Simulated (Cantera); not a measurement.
Feed: 1 mol Si, 1.8 mol SF6, 8.5 mol F2, equilibrated at 0.000390 bar.

Cantera equilibrium calculation (NASA polynomials, part measured and part estimated; ideal gas, pure solids and liquids). Candidate condensed phases: S, Si; 21 gas species. The tables' values for SF3, S2F2 (SSF2), SF5 are old estimates; treat these amounts as uncertain. Gases not in the tables: S3 to S7. The numbers say what is thermodynamically allowed, not how fast it happens.

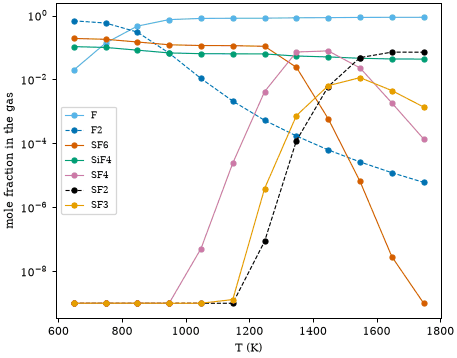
Fig. 1. Equilibrium gas composition (values under 1e-9 drawn at 1e-9)

From 648 K to 1748 K nothing is condensed. The main Si-bearing gas is SiF4 throughout.
